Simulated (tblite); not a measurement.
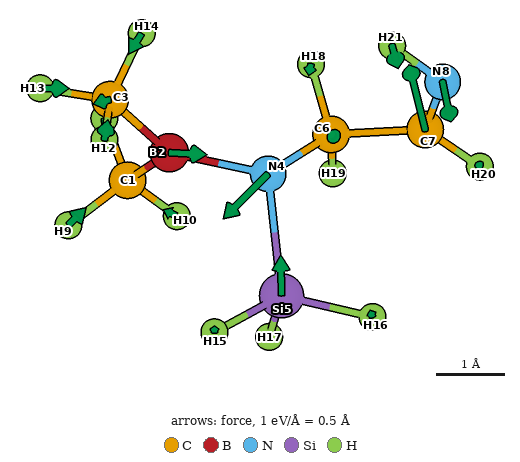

Starting geometry of C4H13BN2Si with the computed forces as green arrows. Style: ball-and-stick. Shown at a tilt.

The calculation used tblite, GFN2-xTB geometry optimisation, gas phase. 

Q: Is this structure relaxed? If not, where do the atoms go?

A: It isn't relaxed: the largest force vector, on a C atom, is 3.30 eV/Å. The final displacements have little in common with the starting forces (cosine between the two patterns 0.16). The atom that moves furthest after the best rigid fit is an H atom (2.93 Å). By element the largest moves are H 2.93 Å, C 1.67 Å, N 1.09 Å, Si 0.73 Å, B 0.21 Å. Some distances before and after: B–N 1.539 → 1.415 Å, N–Si 1.819 → 1.752 Å, C–N 1.293 → 1.251 Å, C–H 1.122 → 1.090 Å. Among the angles between lasting bonds that change: B–N–Si 108.7° → 123.8°, B–N–C 111.6° → 119.1°, C–N–H 120.9° → 113.9°. Groups turn about B–C by about 100°, B–C by about 60°, C–C by about 60°. Over 214 geometry steps the energy falls by 30.7 kcal/mol.
